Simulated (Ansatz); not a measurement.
```
CELL_PARAMETERS angstrom
2.84036 0.00000 0.00000
-1.42018 2.45982 0.00000
0.00000 0.00000 13.23673
ATOMIC_POSITIONS crystal
Si 0.00000 0.00000 0.50000
Ge 0.00000 0.00000 0.69350
Ge 0.00000 0.00000 0.89769
Ge 0.00000 0.00000 0.10231
Ge 0.00000 0.00000 0.30650
```

Space group P6/mmm; a structure generated by program, which may or may not match a known phase.

The calculation used DFT PBE, scalar-relativistic, plane waves, PAW (Ansatz 0.2.0).

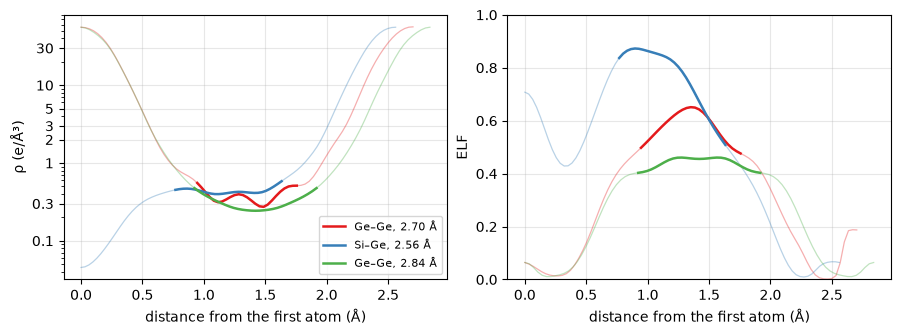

SiGe$_{4}$. Valence charge density (pseudo) and ELF along straight lines between neighbouring atoms. Thin, pale parts lie inside the atomic spheres.

In a PAW calculation such maps are meaningful between the atoms, not at the nuclei.

Question: What can be read from the curves?

Answer: Ge–Ge (2.70 Å): ρ is about 0.36 e/Å³ halfway; the ELF peaks at about 0.65 between the atoms.
Si–Ge (2.56 Å): the density is about 0.43 e/Å³ at the midpoint; the ELF peaks at about 0.85 in the valence shell of Si, 0.9 Å from its nucleus, and is about 0.80 at the midpoint.
Ge–Ge (2.84 Å): the density is about 0.24 e/Å³ at the midpoint; the ELF is about 0.45 at the midpoint.
